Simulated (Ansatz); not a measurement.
Input

```
crystal:
  periodic: [false, false, false]
  atoms:
    - {symbol: In, position_ang: [2.319934, 2.504873, -1.351431]}
    - {symbol: S, position_ang: [-1.349478, -0.634962, -0.885955]}
    - {symbol: Si, position_ang: [0.275681, 0.411585, -0.074061]}
    - {symbol: H, position_ang: [0.197791, -0.125608, 1.328206]}
    - {symbol: H, position_ang: [-1.266599, -0.140939, -2.147130]}
basis:
  gaussian:
    orbitals: def2-TZVPD
total_charge: 1
output: {forces: true, orbitals: {seedname: orbitals}}
hamiltonian:
  xc: pbe0
magnetization:
  spin_polarized: false
```

Command:

```sh
ansatz run input.yaml --threads 1 --pin off --max-ram 2610MiB --events-out events.jsonl --progress --plain --runs-dir runs
```

Geometry: B3LYP-D3(BJ)/def2-SVP; core potentials replace the inner electrons of In.

Theory: Ansatz 0.2.0, isolated molecule in a Gaussian basis; Kohn-Sham density functional theory, functional PBE0.

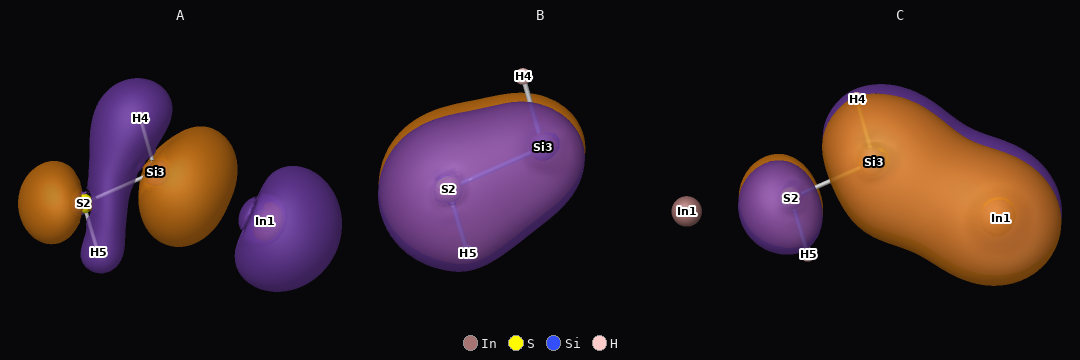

H₂InSSi (charge +1). Three frontier orbitals at ±0.06 Å⁻³ᐟ² (orange and purple are the two phases), in no order.

Question: Order the three orbitals by energy and name them.

Answer: B is the HOMO−1 (−12.60 eV). By Hirshfeld shares it lies mainly on S2 (about 75 %) and Si3 (about 20 %); it changes sign across the molecular plane (π type). A is the HOMO (−11.39 eV). Its weight (Hirshfeld) is mainly on Si3 (about 45 %), In1 (about 30 %), S2 (about 15 %) and H4 (about 10 %); it is symmetric in the molecular plane (an in-plane orbital: σ, lone-pair or in-plane π type). C is the LUMO (−7.36 eV). By Hirshfeld shares it lies mainly on Si3 (about 50 %), In1 (about 35 %) and S2 (about 10 %); it changes sign across the molecular plane (π type).

Question: What is the HOMO–LUMO gap?

Answer: 4.03 eV between the orbital energies.
